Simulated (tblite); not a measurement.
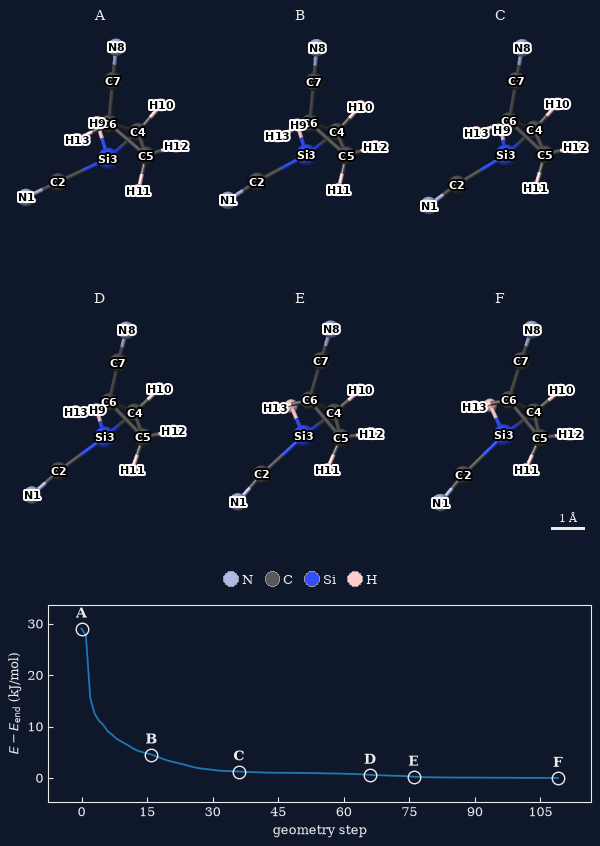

Frames of a relaxation of C$_{5}$H$_{5}$N$_{2}$Si (multiplicity 2), marked on the history of the run. A ball-and-stick model, seen from a free direction.

Computed with GFN2-xTB geometry optimisation, gas phase in tblite. 

Question: Describe the path.

Answer: The atom that moves furthest after the best rigid fit is N1 (0.84 Å). By element the largest moves are N 0.84 Å, H 0.50 Å, C 0.36 Å, Si 0.24 Å. Some distances before and after: C6–C7 1.471 → 1.417 Å, Si3–H9 1.488 → 1.451 Å, C5–H11 1.115 → 1.081 Å, C4–H10 1.103 → 1.086 Å. Among the angles between lasting bonds that change: C4–Si3–H9 104.9° → 117.9°, C2–Si3–H9 108.5° → 115.5°, Si3–C4–C6 112.3° → 119.0°. After 109 geometry steps the energy has fallen by 29.0 kJ/mol. From step 0 to 16: H9 moves most (0.20 Å), energy −24.5 kJ/mol. From step 16 to 36: N and H atoms move most (0.22 Å), energy −3.29 kJ/mol. From step 36 to 66: N1 moves most (0.24 Å), energy −0.65 kJ/mol. From step 66 to 76: N1 moves most (0.28 Å), energy −0.37 kJ/mol. From step 76 to 109: N1 moves most (0.10 Å), energy −0.23 kJ/mol.

| step | E − E(0), kJ/mol |
| --- | --- |
| 0 | 0.00 |
| 1 | -1.32 |
| 2 | -13.47 |
| 3 | -16.53 |
| 4 | -17.92 |
| 5 | -18.75 |
| 6 | -19.96 |
| 7 | -20.63 |
| 8 | -21.41 |
| 9 | -21.88 |
| 10 | -22.38 |
| 15 | -24.26 |
| 20 | -25.71 |
| 26 | -27.02 |
| 31 | -27.57 |
| 36 | -27.79 |
| 41 | -27.97 |
| 46 | -28.04 |
| 52 | -28.09 |
| 57 | -28.17 |
| 62 | -28.27 |
| 67 | -28.48 |
| 73 | -28.65 |
| 78 | -28.88 |
| 83 | -28.95 |
| 88 | -28.97 |
| 93 | -28.99 |
| 99 | -29.01 |
| 104 | -29.03 |
| 109 | -29.04 |
